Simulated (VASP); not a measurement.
Band structure of BaTiO3 (cubic perovskite). Method: LDA (Ceperley-Alder, Perdew-Zunger) with spin-orbit coupling, VASP's LDA PAW potentials (set 64) (plane waves; VASP).

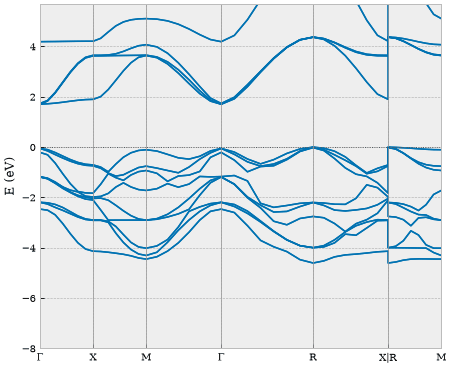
Figure: Bands along high-symmetry lines, zero at the valence-band maximum or, without a gap, the Fermi level

Task: Read the plot: is there a gap, and where are the band edges?

Result: The gap is indirect, 1.70 eV, from the valence maximum at R to the conduction minimum at Γ.

Measured: gap 3.20 eV (computed value off by -1.50 eV), as given by Yu-ichiro Matsushita et al., Physical Review B (2011), arXiv:1104.2769.

The compound is BaTiO3 in the cubic perovskite structure, the ideal cubic form; the compound distorts at low or room temperature. It was relaxed first.
